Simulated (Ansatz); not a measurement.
**C2H3AlF2 (SMILES FC=[C](F)[AlH2]): density, localisation and related maps**

```xyz
8

F    -1.7193    0.6230   -0.2061
C    -0.7932    0.8158    0.7459
C     0.4492    0.2609    0.7231
F     0.7774   -0.5426   -0.3323
Al    1.7439    0.6032    2.1648
H    -1.1274    1.4733    1.5662
H     3.1957   -0.0558    2.1058
H     1.2384    1.5558    3.3455
```

All numbers below come from RKS revPBE-D4/def2-SVP in Ansatz.

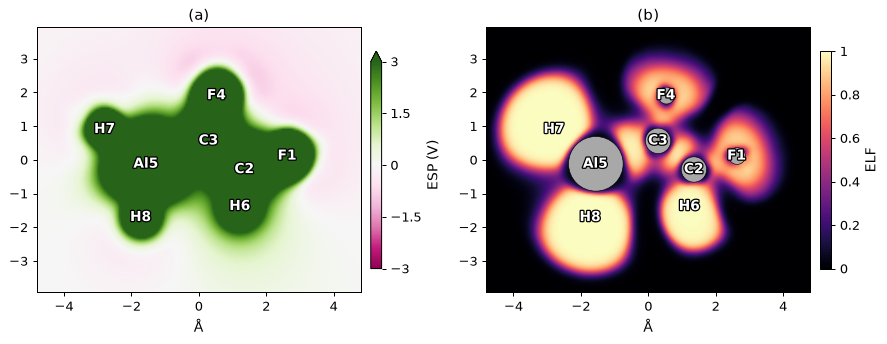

Figure 1. (a) molecular electrostatic potential; (b) electron localisation function on the molecular plane. Grey discs cover the atomic cores in the ELF map.

Read the bonding off the picture.

Answer.
- The plane passes through F, C, Al and H nuclei.
- C–F (1.34 Å): the ELF peaks at about 0.85 between the atoms (a polar covalent bond).
- C–C (1.36 Å): the ELF peaks at about 0.95 between the atoms; a covalent bond.
- C–Al (1.97 Å): the ELF peaks at about 0.95 between the atoms: a shared but strongly polarised pair.
- C–H (1.10 Å): the ELF climbs to about 1 towards the hydrogen, as it does in any bond to H; a covalent bond by its length.
- Al–H (1.60 Å): the ELF climbs to about 1 towards the hydrogen.
- The ELF also peaks beside F1 and F4, away from the bonds: lone-pair regions.
- Outside the dense part of the molecule the potential is most negative (−0.8 V) near F4.

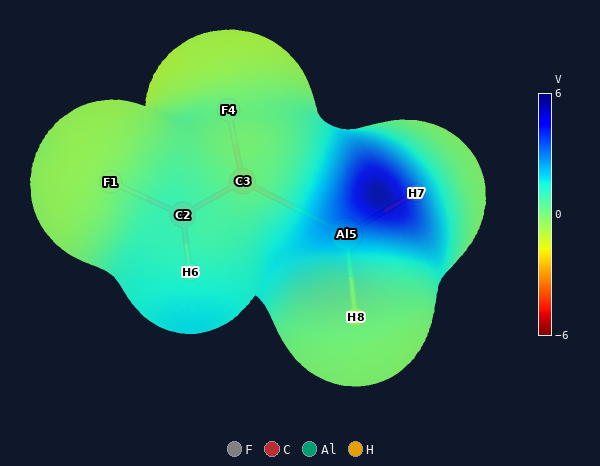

Figure 2. The molecular electrostatic potential painted on the density surface at 0.004 e/bohr³, seen at a tilt; the colour scale runs from red (negative) to blue (positive).

Describe the electrostatic potential map.

Answer. The most negative region (about −0.8 V, or −18 kcal/mol for a unit charge) lies over F4, the most positive (about +5.2 V, or +120 kcal/mol for a unit charge) over Al5.

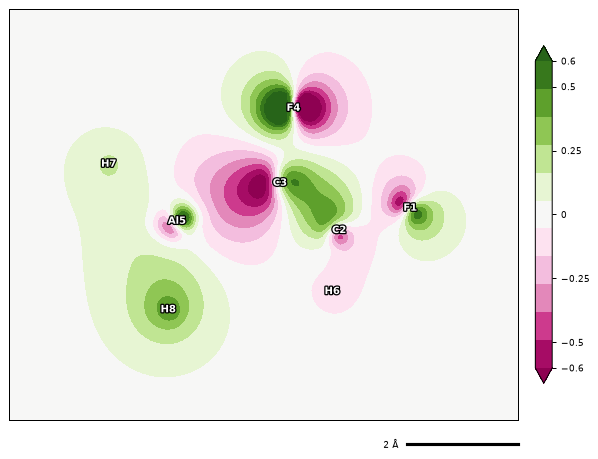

Figure 3. The HOMO−1 on the molecular plane (values in Å⁻³ᐟ²; the overall sign is arbitrary).

Describe this orbital and give its energy.

Answer. It lies mainly on F4 (about 30 %), C3 (about 30 %), Al5 (about 20 %), H8 (about 10 %) and C2 (about 5 %); it is symmetric in the molecular plane (an in-plane orbital: σ, lone-pair or in-plane π type). Its energy is −7.17 eV.
